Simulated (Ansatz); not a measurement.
A series of calculations on C₂H₇BO

## 1. Relaxation

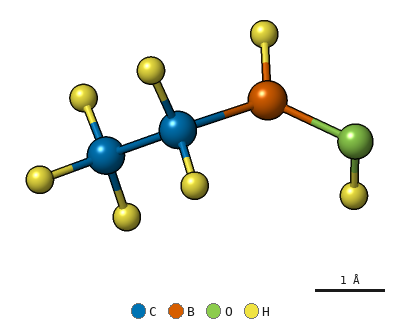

C$_{2}$H$_{7}$BO, before the relaxation. A ball-and-stick model, seen from a free direction.

The run prepares an end point of a later path (torsion) calculation, from a guessed geometry.

These are results of RKS PBE0/def2-SVP (Ansatz 0.2.0), not measurements.

The input:
```yaml
crystal:
  periodic: [false, false, false]
  atoms:
    - { symbol: C, position_ang: [-0.5642, 1.1781, 0.1575] }
    - { symbol: C, position_ang: [-0.0407, -0.0714, 0.7143] }
    - { symbol: B, position_ang: [0.8325, -0.8167, -0.3774] }
    - { symbol: O, position_ang: [0.5897, -2.1547, -0.8098] }
    - { symbol: H, position_ang: [-1.25, 1.0011, -0.7555] }
    - { symbol: H, position_ang: [-1.2361, 1.737, 0.9167] }
    - { symbol: H, position_ang: [0.2303, 1.9196, -0.1454] }
    - { symbol: H, position_ang: [-0.8292, -0.7196, 1.0201] }
    - { symbol: H, position_ang: [0.5896, 0.1802, 1.647] }
    - { symbol: H, position_ang: [1.8276, -0.2852, -0.7783] }
    - { symbol: H, position_ang: [-0.0842, -2.0255, -1.5686] }
basis:
  gaussian: { orbitals: def2-SVP }
hamiltonian:
  xc: pbe0
relax:
  f_tol: 0.015
  max_steps: 40
```

Command:
```bash
ansatz run input.yaml --threads 1 --pin off --max-ram 2048MiB --backend cpu --events-out ev --progress --plain --runs-dir out
```

**What does the optimiser find from here?**

After 15 accepted moves (17 points after the start) the energy has fallen by 106.3 kJ/mol. The largest force component goes from 2.9 to 0.0032 eV/Å. The line search rejected the trial steps at points 12, 16 of the run. The atom that moves furthest after the best rigid fit is H11 (1.10 Å). Largest moves by element: H 1.10 Å, O 0.28 Å, C 0.24 Å, B 0.20 Å. Near-neighbour distances that change, for instance: B3–O4 1.427 → 1.352 Å, C1–C2 1.465 → 1.528 Å, O4–H11 1.023 → 0.964 Å, C1–H5 1.156 → 1.102 Å. Among the angles between lasting bonds that change: B3–O4–H11 102.6° → 112.8°, B3–C2–H9 111.0° → 104.9°, C1–C2–B3 109.7° → 114.8°. Groups turn about B3–O4 by about 85°. Cost: 89 s on 1 thread of Intel(R) Xeon(R) Processor @ 2.70GHz, with other jobs on the host, peak memory 0.18 GiB.

Final geometry:

```xyz
11

C    -0.5669    1.3119    0.2113
C    -0.1393   -0.1267    0.4973
B     0.8402   -0.7498   -0.5684
O     0.7743   -2.0335   -0.9875
H    -1.1692    1.3802   -0.7086
H    -1.1711    1.7355    1.0285
H     0.3078    1.9663    0.0723
H    -1.0223   -0.7711    0.6666
H     0.4254   -0.1516    1.4518
H     1.7448   -0.0995   -1.0518
H     0.0415   -2.5187   -0.5910
```

After the run, drawn alike:

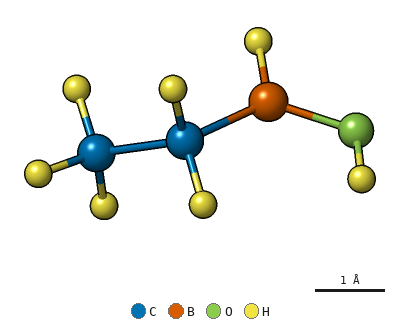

## 2. Relaxation

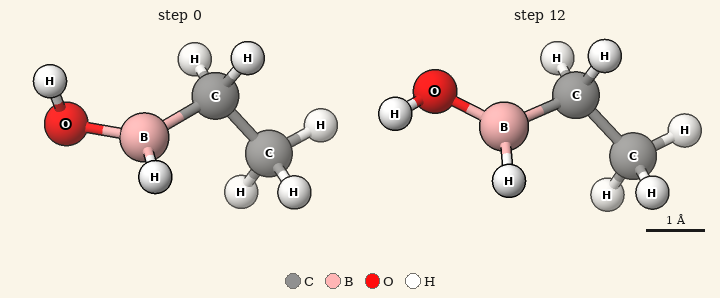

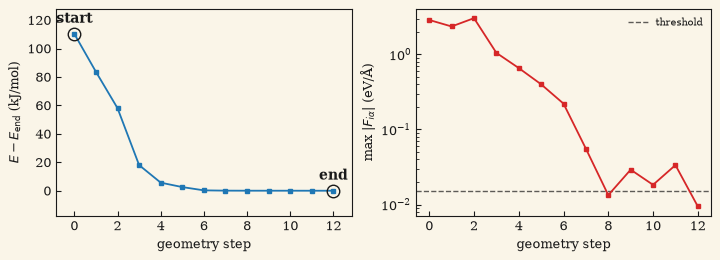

First and last geometry of a relaxation of C$_{2}$H$_{7}$BO, with the history of the run. The picture is a ball-and-stick view, seen at a tilt.

The run prepares an end point of a later path (torsion) calculation, from a guessed geometry.

Theory: Ansatz, RKS PBE0/def2-SVP.

The input:
```yaml
crystal:
  periodic: [false, false, false]
  atoms:
    - { symbol: C, position_ang: [-0.5642, 1.1781, 0.1575] }
    - { symbol: C, position_ang: [-0.0407, -0.0714, 0.7143] }
    - { symbol: B, position_ang: [0.8325, -0.8167, -0.3774] }
    - { symbol: O, position_ang: [0.5897, -2.1547, -0.8098] }
    - { symbol: H, position_ang: [-1.25, 1.0011, -0.7555] }
    - { symbol: H, position_ang: [-1.2361, 1.737, 0.9167] }
    - { symbol: H, position_ang: [0.2303, 1.9196, -0.1454] }
    - { symbol: H, position_ang: [-0.8292, -0.7196, 1.0201] }
    - { symbol: H, position_ang: [0.5896, 0.1802, 1.647] }
    - { symbol: H, position_ang: [1.8276, -0.2852, -0.7783] }
    - { symbol: H, position_ang: [1.18756, -2.70295, -0.18643] }
basis:
  gaussian: { orbitals: def2-SVP }
hamiltonian:
  xc: pbe0
relax:
  f_tol: 0.015
  max_steps: 40
```

Launched with:
```bash
ansatz run input.yaml --threads 1 --pin off --max-ram 2048MiB --backend cpu --events-out ev --progress --plain --runs-dir out
```

**Did the run converge, and what did it change?**

It converged. The largest moves after the best rigid fit, 0.64 Å, are those of O4 and H11. Largest moves by element: H 0.64 Å, O 0.63 Å, B 0.19 Å, C 0.09 Å. Near-neighbour distances that change, for instance: B3–O4 1.427 → 1.354 Å, C1–C2 1.465 → 1.527 Å, O4–H11 1.023 → 0.962 Å, C1–H5 1.156 → 1.102 Å. Bond angles that change, for instance: B3–O4–H11 102.6° → 112.9°, B3–C2–H9 111.0° → 104.8°, C1–C2–B3 109.7° → 115.4°. Groups turn about B3–O4 by about 85°, C2–B3 by about 20°. After 12 geometry steps the energy has fallen by 110.3 kJ/mol. Largest force component: 2.9 eV/Å at the start, 0.0094 eV/Å at the end. The forces were under the threshold at step 8, but the run went on from there. Cost: 60 s on 1 thread of Intel(R) Xeon(R) Processor @ 2.70GHz, on a shared host, peak memory 0.18 GiB.

## 3. Path

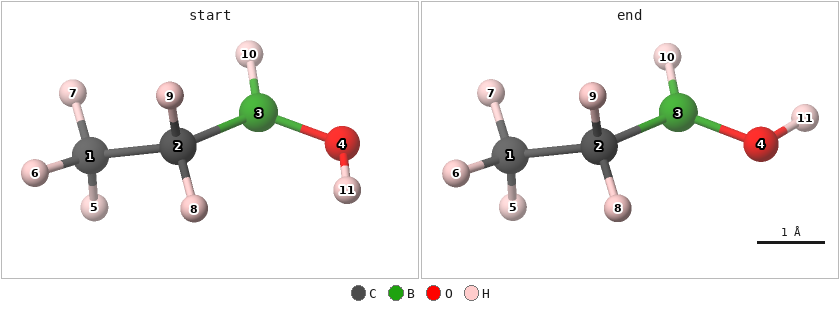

The two relaxed end points of a path for C$_{2}$H$_{7}$BO. A ball-and-stick model, seen from a free direction.

The calculation used Ansatz, RKS PBE0/def2-SVP.

Input
```yaml
crystal:
  periodic: [false, false, false]
  atoms:
    - { symbol: C, position_ang: [-0.56125, 1.316428, 0.197434] }
    - { symbol: C, position_ang: [-0.152112, -0.125483, 0.493681] }
    - { symbol: B, position_ang: [0.847701, -0.756551, -0.548102] }
    - { symbol: O, position_ang: [0.781679, -2.039824, -0.968671] }
    - { symbol: H, position_ang: [-1.140606, 1.389402, -0.736726] }
    - { symbol: H, position_ang: [-1.18153, 1.745095, 0.999887] }
    - { symbol: H, position_ang: [0.321728, 1.963814, 0.079479] }
    - { symbol: H, position_ang: [-1.044105, -0.762704, 0.641688] }
    - { symbol: H, position_ang: [0.389226, -0.154652, 1.461477] }
    - { symbol: H, position_ang: [1.768851, -0.113565, -1.0096] }
    - { symbol: H, position_ang: [0.035718, -2.51906, -0.589948] }
basis:
  gaussian: { orbitals: def2-SVP }
hamiltonian:
  xc: pbe0
neb:
  order_check: false
  images: 7
  f_tol: 0.05
  max_iterations: 60
  initial_path: idpp
  final_atoms:
    - { symbol: C, position_ang: [-0.54240292, 1.38237361, 0.2086413] }
    - { symbol: C, position_ang: [-0.25146618, -0.06939227, 0.58158533] }
    - { symbol: B, position_ang: [0.62996339, -0.86420121, -0.44496069] }
    - { symbol: O, position_ang: [0.38874515, -2.18061229, -0.64916537] }
    - { symbol: H, position_ang: [-1.15667679, 1.45043782, -0.70358629] }
    - { symbol: H, position_ang: [-1.08688893, 1.91372384, 1.00485259] }
    - { symbol: H, position_ang: [0.38575593, 1.94303931, 0.01385446] }
    - { symbol: H, position_ang: [-1.18002236, -0.62583143, 0.79437021] }
    - { symbol: H, position_ang: [0.32481849, -0.0938684, 1.52928057] }
    - { symbol: H, position_ang: [1.54993193, -0.33038619, -1.04380627] }
    - { symbol: H, position_ang: [1.0035423, -2.58238279, -1.27046685] }
```

Launched with:
```bash
ansatz run input.yaml --threads 1 --pin off --max-ram 2048MiB --backend cpu --events-out ev --progress --plain --runs-dir out
```

**Predict the minimum-energy path and its barrier.**

The highest point, image 4, lies 57.8 kJ/mol above the start and 61.0 kJ/mol above the end; the end is at −3.2 kJ/mol relative to the start. The motion is a rotation about the B3–O4 bond by about 180°. No bond forms or breaks between the ends. Among the angles between lasting bonds that change up to the highest image: B3–O4–H11 112.8° → 124.2°, B3–C2–H8 111.7° → 108.3°. The band converged in 26 iterations. The largest component of the band force went from 1.8 to 0.026 eV/Å. The climbing image converged on the top of the path. Its vibrational analysis gives one imaginary mode (811i cm⁻¹), as a transition state must have.

Energies of the converged images:

```json
{"image": "0", "path (Å)": "0.00", "E (kJ/mol)": "0.0"}
{"image": "1", "path (Å)": "0.51", "E (kJ/mol)": "0.4"}
{"image": "2", "path (Å)": "1.02", "E (kJ/mol)": "1.2"}
{"image": "3", "path (Å)": "1.53", "E (kJ/mol)": "16.0"}
{"image": "4", "path (Å)": "2.04", "E (kJ/mol)": "57.8"}
{"image": "5", "path (Å)": "2.47", "E (kJ/mol)": "26.2"}
{"image": "6", "path (Å)": "2.89", "E (kJ/mol)": "-0.7"}
{"image": "7", "path (Å)": "3.32", "E (kJ/mol)": "-2.9"}
{"image": "8", "path (Å)": "3.75", "E (kJ/mol)": "-3.2"}
```

The geometry at the top of the path:

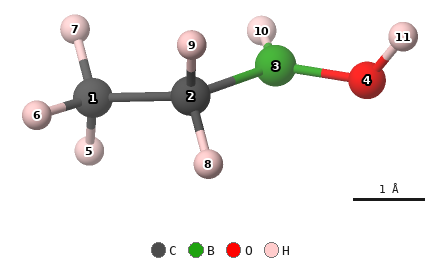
